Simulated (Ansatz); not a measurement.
**CuH₄NO (SMILES [NH2][Cu-][OH2+]): density, localisation and related maps**

Input file:

```
crystal:
  periodic: [false, false, false]
  atoms:
    - { symbol: "N", position_ang: [-1.09438, 1.19887, -0.55048] }
    - { symbol: Cu, position_ang: [-0.00088, -0.02065, 0.12123] }
    - { symbol: O, position_ang: [1.14907, -1.36436, 0.69997] }
    - { symbol: H, position_ang: [-0.78468, 2.16084, -0.54155] }
    - { symbol: H, position_ang: [-2.04584, 1.20408, -0.21016] }
    - { symbol: H, position_ang: [0.79987, -2.11583, 0.19244] }
    - { symbol: H, position_ang: [1.97684, -1.06295, 0.28853] }
basis:
  gaussian: { orbitals: def2-SVP }
hamiltonian:
  xc: pbe
relax:
  f_tol: 0.015
  max_steps: 40
output:
  orbitals: {}
```

Launched as:

```sh
ansatz run input.yaml --threads 1 --pin off --max-ram 2048MiB --backend cpu --events-out ev --progress --plain --runs-dir out
```

The fields are those of the relaxed geometry.

Computed with RKS PBE/def2-SVP (Ansatz).

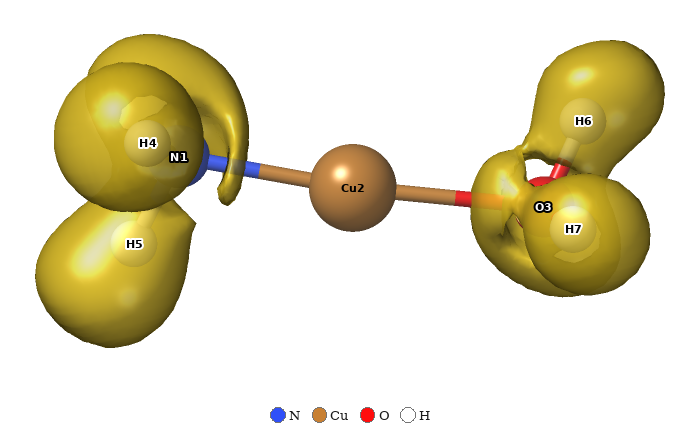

Figure 1. Isosurface of the electron localisation function at 0.8 (yellow), seen from one side. Only the valence region is drawn (cores and ρ < 0.01 e/Å³ removed).

What do the ELF domains correspond to?

The surface consists of one joined region spread over several atoms (H, N), in which their bonds and any lone pairs are merged and one joined region spread over several atoms (H, O), in which their bonds and any lone pairs are merged. Profiles from the grid: Cu–N (1.82 Å): the ELF peaks at about 0.85 in the valence shell of N, 0.6 Å from its nucleus, and is about 0.25 at the midpoint. Cu–O (1.97 Å): the ELF peaks at about 0.90 in the valence shell of O, 0.6 Å from its nucleus, and is about 0.10 at the midpoint.

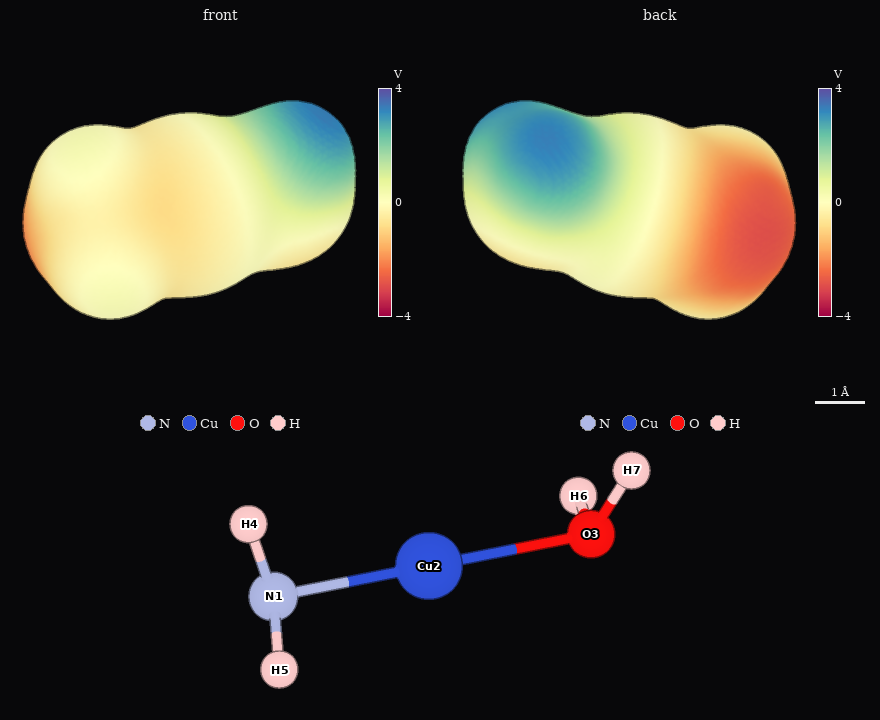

Figure 2. The electrostatic potential painted on the density surface at 0.002 e/bohr³, seen from the front and from behind; red is negative and blue positive. The bare structure is drawn below in the same view.

Describe the electrostatic potential map.

The most negative region (about −2.9 V) lies over N1, the most positive (about +3.3 V) over H6 and H7. N1 is the likeliest acceptor of a hydrogen bond.

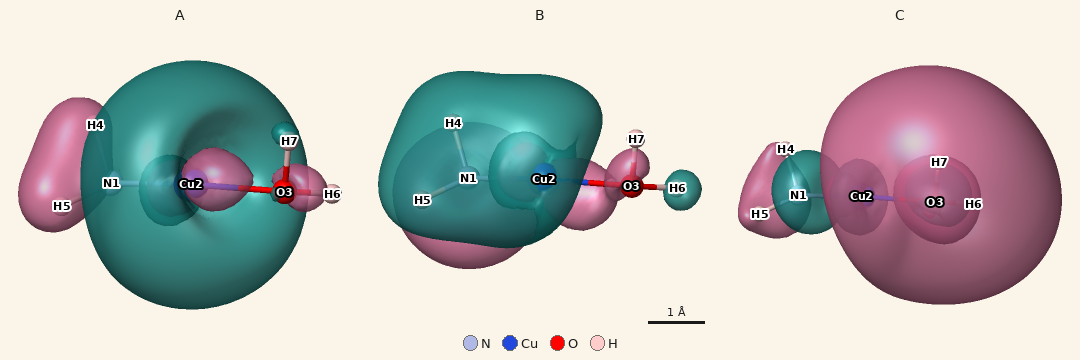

Figure 3. Three frontier orbitals at ±0.05 Å⁻³ᐟ² (teal and pink are the two phases), in no order.

Order the three orbitals by energy and name them.

A is the HOMO−1 (−4.38 eV). By Hirshfeld shares it lies mainly on Cu2 (about 85 %) and N1 (about 10 %). B is the HOMO (−3.53 eV). Its weight (Hirshfeld) is mainly on N1 (about 55 %) and Cu2 (about 35 %). C is the LUMO (−1.44 eV). Its weight (Hirshfeld) is mainly on Cu2 (about 35 %), H7 (about 20 %), H6 (about 20 %) and O3 (about 20 %).

What is the HOMO–LUMO gap?

2.09 eV between the orbital energies.
